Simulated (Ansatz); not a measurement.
A series of calculations on GaH3

Part 1: Relaxation

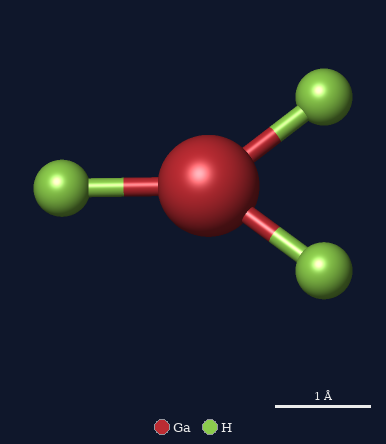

Starting structure of GaH3. A ball-and-stick model, seen at a tilt.

The run prepares an end point of a later path (reaction) calculation, from a guessed geometry.

Theory: RKS PBE-D4/def2-TZVP in Ansatz 0.2.0.

Input file:
```yaml
crystal:
  periodic: [false, false, false]
  atoms:
    - { symbol: Ga, position_ang: [0.20175, 0.0, 0.116493] }
    - { symbol: H, position_ang: [0.773786, 0.0, 1.560417] }
    - { symbol: H, position_ang: [1.738255, 0.0, -0.10999] }
    - { symbol: H, position_ang: [-1.13519, 0.0, -0.65542] }
basis:
  gaussian: { orbitals: def2-TZVP }
hamiltonian:
  xc: pbe
  dispersion: d4
relax:
  f_tol: 0.03
  max_steps: 50
```

Run as
```bash
ansatz run input.yaml --threads 1 --pin off --max-ram 2048MiB --backend cpu --events-out ev --progress --plain --runs-dir out
```

### Where does the relaxation end?

After 4 geometry steps the energy has fallen by 83.0 kJ/mol. Largest force component: 1.7 eV/Å at the start, 0.0042 eV/Å at the end. The largest moves after the best rigid fit, 0.45 Å, are those of H2 and H3. Largest moves by element: H 0.45 Å, Ga 0.22 Å. Some distances before and after: Ga1–H4 1.544 → 1.577 Å, Ga1–H2 1.553 → 1.577 Å. Bond angles that change, for instance: H2–Ga1–H3 76.8° → 120.0°, H2–Ga1–H4 141.6° → 120.0°.

Final geometry:

```xyz
4

Ga    0.3944    0.0000    0.2277
H     0.3950    0.0000    1.8046
H     1.7603    0.0000   -0.5601
H    -0.9712    0.0000   -0.5607
```

After the run, drawn alike:

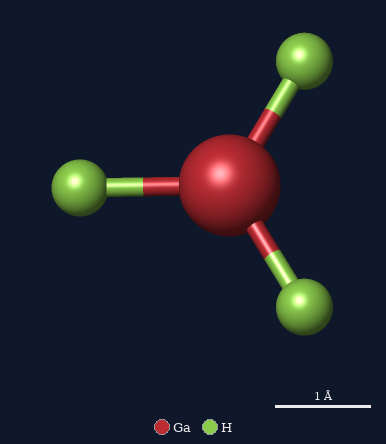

Part 2: Relaxation

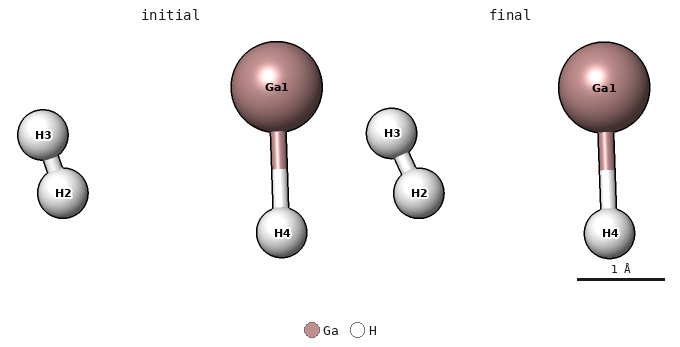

The structure of GaH₃ before (left) and after (right) a relaxation, at one scale.

A ball-and-stick model, seen at a tilt.

The run prepares an end point of a later path (reaction) calculation, from a guessed geometry.

Computed with RKS PBE-D4/def2-TZVP (Ansatz).

Input file:
```yaml
crystal:
  periodic: [false, false, false]
  atoms:
    - { symbol: Ga, position_ang: [-0.451293, -1.027768, -0.570305] }
    - { symbol: H, position_ang: [1.342513, 0.548137, 0.831541] }
    - { symbol: H, position_ang: [1.67988, -0.075415, 0.920224] }
    - { symbol: H, position_ang: [-0.9925, 0.555046, -0.26996] }
basis:
  gaussian: { orbitals: def2-TZVP }
hamiltonian:
  xc: pbe
  dispersion: d4
relax:
  f_tol: 0.03
  max_steps: 50
output:
  orbitals: {}
```

Run as
```bash
ansatz run input.yaml --threads 1 --pin off --max-ram 2048MiB --backend cpu --events-out ev --progress --plain --runs-dir out
```

### Summarise the run.

H2 moves most after the best rigid fit: 0.19 Å. By element the largest moves are H 0.19 Å, Ga 0.15 Å. Near-neighbour distances that change, for instance: H2–H3 0.714 → 0.766 Å. Over 5 accepted moves (6 points after the start) the energy falls by 0.048 eV. Largest force component: 1.5 eV/Å at the start, 0.015 eV/Å at the end. The line search rejected the trial step at point 2 of the run.

Limits of the set-up: the start holds two separate molecules, 2.6 Å apart at their closest, whose relative position is a soft coordinate.

Part 3: Path

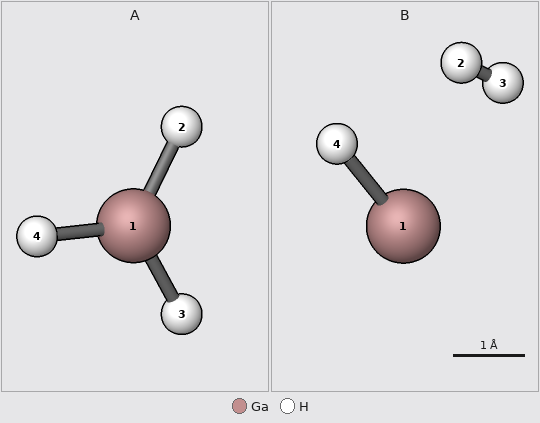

The two relaxed end points of a path for GaH3. Style: ball-and-stick. Shown at a tilt.

Theory: Ansatz, RKS PBE-D4/def2-TZVP.

Settings: 9 movable images; climbing image; force threshold 0.05 eV/Å; iteration limit 60.

Start:
```xyz
4

Ga    0.3944    0.0000    0.2277
H     0.3950    0.0000    1.8046
H     1.7603    0.0000   -0.5601
H    -0.9712    0.0000   -0.5607
```

End:
```xyz
4

Ga    0.0875    0.0083   -1.1689
H     0.9289   -0.0028    1.1605
H     1.6216   -0.0028    0.8340
H    -1.0594   -0.0028    0.0859
```

### What barrier does the band find between them, and by what path?

Forward barrier 2.20 eV, backward barrier 1.49 eV, with image 6 at the top; the reaction energy is +0.71 eV. Breaking: Ga1–H2 (1.58 → 1.83 at the top → 2.48 Å), Ga1–H3 (1.58 → 1.57 at the top → 2.52 Å). Forming: H2–H3 (2.73 → 1.55 at the top → 0.77 Å). The band converged in 11 iterations, with a climbing image at the top. At the top, the vibrational analysis gives one imaginary mode (1028i cm⁻¹), as a transition state must have.

Energies of the converged images:

```tsv
image	path (Å)	E (eV)
0	0.00	0.000
1	0.24	0.093
2	0.48	0.376
3	0.72	0.848
4	0.96	1.454
5	1.20	1.990
6	1.44	2.197
7	1.72	1.900
8	2.00	1.126
9	2.27	0.749
10	2.55	0.711
```

The geometry at the top of the path:

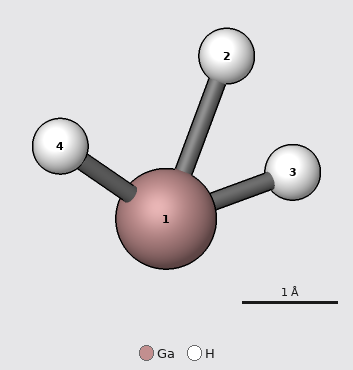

Cost: 89 s on 1 thread of Intel(R) Xeon(R) Platinum 8259CL CPU @ 2.50GHz (Skylake/Cascade Lake), with other jobs on the host, peak memory 0.12 GiB.
